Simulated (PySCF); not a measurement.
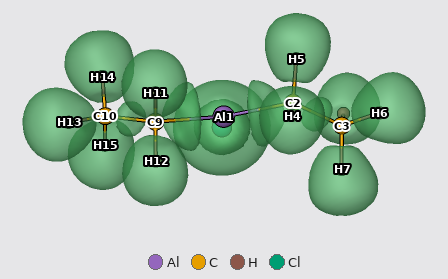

Figure. C4H10AlCl. Isosurface of the ELF at 0.8 (green), seen from one side. Core shells and regions of very low density are left out.

Geometry: PBE0-D3(BJ)/def2-SVP.

These are results of PySCF 2.14.0, PBE0/pcSseg-1 Al:pcSseg-2, SCF density, gas phase, non-relativistic, not measurements.

```xyz
16

Al   -0.1330   -0.2760   -0.0822
C     1.7704   -0.3921    0.3550
C     2.2280   -1.6224    1.1390
H     2.0693    0.5389    0.8705
H     2.2981   -0.3476   -0.6188
H     3.3229   -1.6526    1.2629
H     1.7891   -1.6474    2.1494
H     1.9261   -2.5577    0.6424
C    -1.1707    1.3618   -0.3351
C    -2.5046    1.2276   -1.0686
H    -0.5226    2.1164   -0.8181
H    -1.3382    1.7643    0.6842
H    -3.0565    2.1812   -1.1063
H    -2.3674    0.8908   -2.1083
H    -3.1603    0.4868   -0.5850
Cl   -1.1850   -2.1062   -0.3145
```

What do the ELF domains correspond to?

The ELF exceeds this value in two regions between bonded Al–C atoms (shared pairs), two regions between bonded C–C atoms (shared pairs), ten regions around hydrogen nuclei and one region on Cl in which the atom's valence shell and bonds are merged.

Values along the shortest contacts:
C–C (1.53 Å): the ELF peaks at about 0.95 between the atoms, as expected for localised, covalent bonding. C–Al (1.96 Å): the ELF peaks at about 0.95 between the atoms; a shared but strongly polarised pair.
